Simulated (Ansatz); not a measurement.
Take BeSe in the zinc blende structure (space group F-43m, No. 216; a = 5.178 Å) as the base.

Perturbation: cell and atoms relaxed at a pressure of 22.5 GPa.

Computed with PBE (Ansatz, an electronic-structure program; PAW; 420 eV plane waves; without spin-orbit coupling).

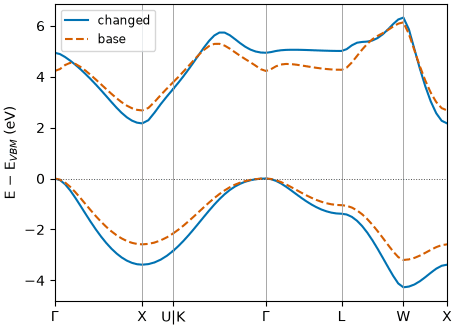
*Highest valence and lowest conduction band along the path, each from its own valence-band maximum*

**Question.** Read the changed gap and its character from the plot.

**Answer.** About 2.2 eV, indirect, Γ → X.

Load acts through the strain it causes; cell and atoms are relaxed under it. No phonon test of stability was made. No other phases were tried under pressure.
